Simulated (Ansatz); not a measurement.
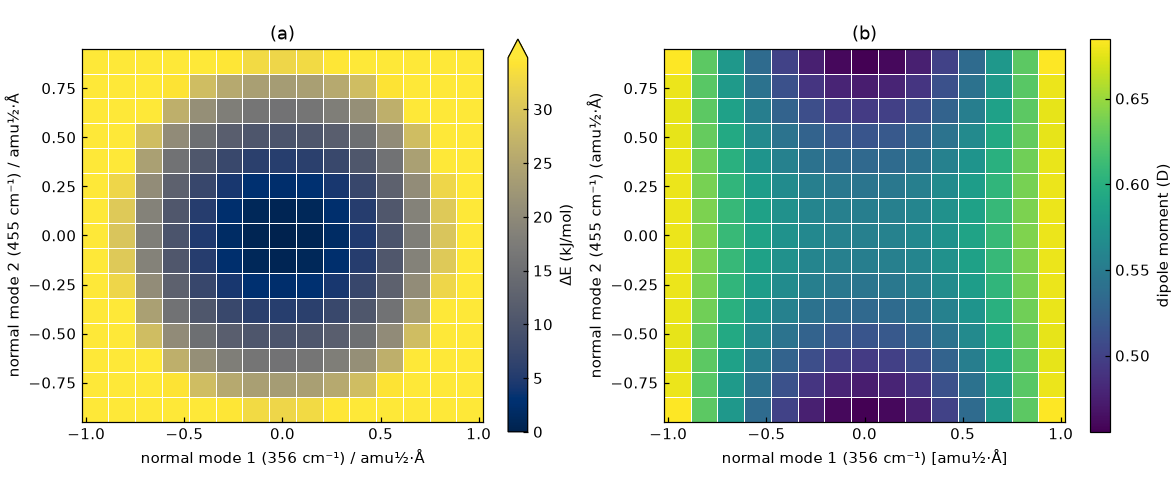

CH2BF, SMILES C=BF. The first coordinate is: normal mode 1 (356 cm⁻¹); the second: normal mode 2 (455 cm⁻¹). Nothing is relaxed (straight displacements along the two mass-weighted modes). The grid has 15 × 15 points; 65 points were computed and 160 follow by symmetry. Points are written as (first, second). Energies are in kJ/mol, from the lowest grid point. The calculation used RHF/def2-TZVP in Ansatz 0.2.0.

Panel (a) is the energy and panel (b) the computed dipole moment on the same grid.

In the figure: one coloured cell a grid point, one colour for all values above the top of the scale.

Question: How does the dipole moment vary over the map, and what is it at the lowest grid point?

Answer: Leaving out the highest fifth of the energies, it runs from 0.46 D at (0.000 amu½·Å, −0.888 amu½·Å) to 0.68 D at (−0.955 amu½·Å, 0.000 amu½·Å). At the lowest grid point, (0.000 amu½·Å, 0.000 amu½·Å), it is 0.55 D.

| normal mode 2 (455 cm⁻¹) ↓, normal mode 1 (356 cm⁻¹) → | −0.955 | −0.818 | −0.682 | −0.546 | −0.409 | −0.273 | −0.136 | 0.000 | 0.136 | 0.273 | 0.409 | 0.546 | 0.682 | 0.818 | 0.955 |
| --- | --- | --- | --- | --- | --- | --- | --- | --- | --- | --- | --- | --- | --- | --- | --- |
| 0.888 | 0.68 | 0.63 | 0.58 | 0.53 | 0.50 | 0.48 | 0.46 | 0.46 | 0.46 | 0.48 | 0.50 | 0.53 | 0.58 | 0.63 | 0.68 |
| 0.761 | 0.68 | 0.63 | 0.58 | 0.54 | 0.51 | 0.49 | 0.48 | 0.47 | 0.48 | 0.49 | 0.51 | 0.54 | 0.58 | 0.63 | 0.68 |
| 0.635 | 0.68 | 0.63 | 0.59 | 0.55 | 0.53 | 0.51 | 0.50 | 0.50 | 0.50 | 0.51 | 0.53 | 0.55 | 0.59 | 0.63 | 0.68 |
| 0.508 | 0.68 | 0.63 | 0.59 | 0.56 | 0.54 | 0.53 | 0.52 | 0.52 | 0.52 | 0.53 | 0.54 | 0.56 | 0.59 | 0.63 | 0.68 |
| 0.381 | 0.68 | 0.63 | 0.60 | 0.57 | 0.56 | 0.54 | 0.53 | 0.53 | 0.53 | 0.54 | 0.56 | 0.57 | 0.60 | 0.63 | 0.68 |
| 0.254 | 0.68 | 0.64 | 0.61 | 0.58 | 0.56 | 0.55 | 0.55 | 0.54 | 0.55 | 0.55 | 0.56 | 0.58 | 0.61 | 0.64 | 0.68 |
| 0.127 | 0.68 | 0.64 | 0.61 | 0.59 | 0.57 | 0.56 | 0.55 | 0.55 | 0.55 | 0.56 | 0.57 | 0.59 | 0.61 | 0.64 | 0.68 |
| 0.000 | 0.68 | 0.64 | 0.61 | 0.59 | 0.57 | 0.56 | 0.56 | 0.55 | 0.56 | 0.56 | 0.57 | 0.59 | 0.61 | 0.64 | 0.68 |
| −0.127 | 0.68 | 0.64 | 0.61 | 0.59 | 0.57 | 0.56 | 0.55 | 0.55 | 0.55 | 0.56 | 0.57 | 0.59 | 0.61 | 0.64 | 0.68 |
| −0.254 | 0.68 | 0.64 | 0.61 | 0.58 | 0.56 | 0.55 | 0.55 | 0.54 | 0.55 | 0.55 | 0.56 | 0.58 | 0.61 | 0.64 | 0.68 |
| −0.381 | 0.68 | 0.63 | 0.60 | 0.57 | 0.56 | 0.54 | 0.53 | 0.53 | 0.53 | 0.54 | 0.56 | 0.57 | 0.60 | 0.63 | 0.68 |
| −0.508 | 0.68 | 0.63 | 0.59 | 0.56 | 0.54 | 0.53 | 0.52 | 0.52 | 0.52 | 0.53 | 0.54 | 0.56 | 0.59 | 0.63 | 0.68 |
| −0.635 | 0.68 | 0.63 | 0.59 | 0.55 | 0.53 | 0.51 | 0.50 | 0.50 | 0.50 | 0.51 | 0.53 | 0.55 | 0.59 | 0.63 | 0.68 |
| −0.761 | 0.68 | 0.63 | 0.58 | 0.54 | 0.51 | 0.49 | 0.48 | 0.47 | 0.48 | 0.49 | 0.51 | 0.54 | 0.58 | 0.63 | 0.68 |
| −0.888 | 0.68 | 0.63 | 0.58 | 0.53 | 0.50 | 0.48 | 0.46 | 0.46 | 0.46 | 0.48 | 0.50 | 0.53 | 0.58 | 0.63 | 0.68 |
